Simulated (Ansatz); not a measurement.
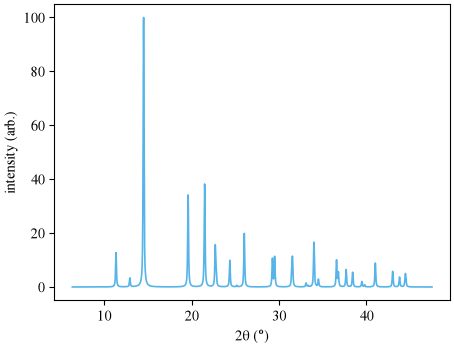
Simulated powder pattern, Mo Kα, λ = 0.71073 Å

The pattern belongs to a structure relaxed with PBE in the plane-wave PAW code Ansatz.

Task: Pick the material that matches.
A) Cu, fcc (Cu type)
B) As, A7 (α-As type)
C) GaAs, zinc blende
D) AlAs, zinc blende

Result: B, As, A7 (α-As type)

Space group R-3m (A7 (α-As type)). The cell was relaxed with PBE under the symmetry of its start.

Potentials: the later of the program's two PAW sets.
